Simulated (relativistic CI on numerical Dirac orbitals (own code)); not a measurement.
```
atom Ni  Z=28  charge=3  electrons=25
nucleus A=58  rms_radius_fm=3.7757
hamiltonian dirac-coulomb  breit=on  qed=on  c_scale=1
orbitals kli  potential=per-configuration
slater_scale 0.8
correlation none
mixing on
configurations
  [Ar] 3d7
  [He] 2s2 2p5 3s2 3p6 3d8
end
absorption L2,3 T=300 lorentz=0.4 gauss=0.3
crystal_field Oh 10Dq=21000
```

Launched with (the task file carries these settings):
```bash
python run_levels.py task.json out
```

Multiplet model: relativistic Dirac–Coulomb–Breit theory, one configuration a step, Slater integrals scaled by 0.8, 300 K, Voigt broadening (Lorentzian 0.4 eV, Gaussian 0.3 eV full widths), computed with a radial Dirac CI code.

The L₂,₃ X-ray absorption spectrum that results:

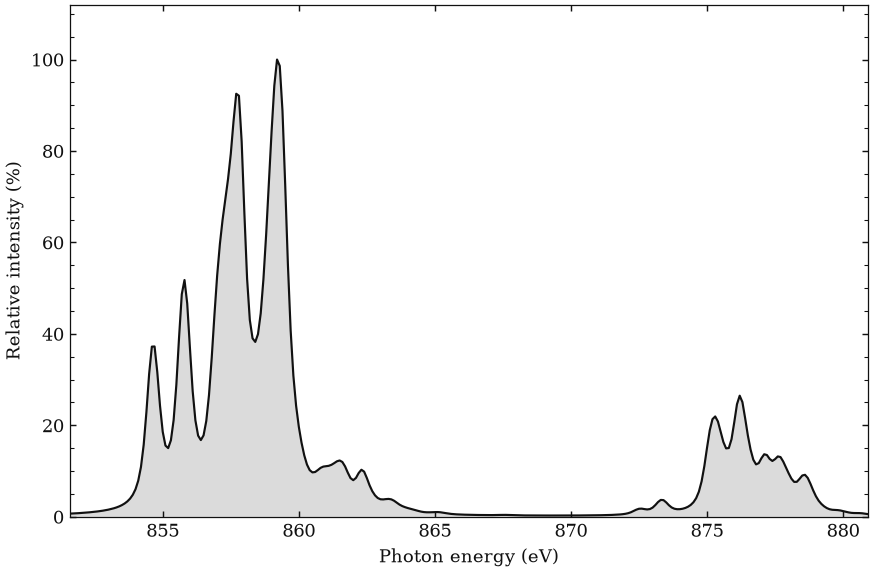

The main maxima lie at 854.7 eV (37), 855.8 eV (52), 857.7 eV (93), 859.2 eV (100), 861.5 eV (12), 862.3 eV (10), 875.3 eV (22), 876.2 eV (26), 877.1 eV (14), 877.6 eV (13) and 878.6 eV (9), heights in % of the largest; the centroid is at 861.3 eV. The lower edge holds 0.82 of the intensity (branching ratio, edges parted at 869 eV, split at the minimum of the curve and uncertain by about 0.02), and the core spin-orbit splitting of the orbitals is 18.1 eV. The ground state has S = 1.21.

Note: free-ion energies, so absolute edge positions are off by a few eV from solids.
